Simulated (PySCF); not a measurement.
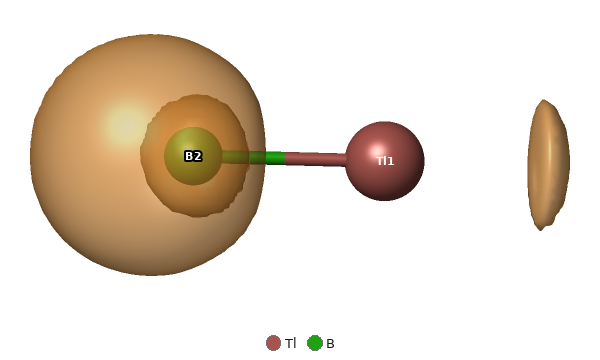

The picture shows: TlB (charge −1, quartet). Isosurface of the electron localisation function at 0.75 (orange), seen from one side. Core shells and regions of very low density are left out.

Core potentials replace the inner electrons of Tl.

All numbers below come from PBE0/aug-cc-pVDZ(-PP), non-relativistic Hamiltonian with scalar-relativistic core potentials where named, at a bond length of 2.314 Å (PySCF 2.14.0).

```xyz
2

Tl    0.0000    0.0000   -0.1180
B     0.0000    0.0000    2.1960
```

Identify the bonds, lone pairs and shells in this picture.

Answer. The surface consists of one lobe on B, pointing away from the bonds (non-bonding electrons) and one lobe on Tl, pointing away from the bonds (non-bonding electrons). Along the contacts the grid gives the following. Tl–B (2.31 Å): the ELF peaks at about 0.85 in the valence shell of B, 0.8 Å from its nucleus, and drops to about 0.25 between the two atoms.
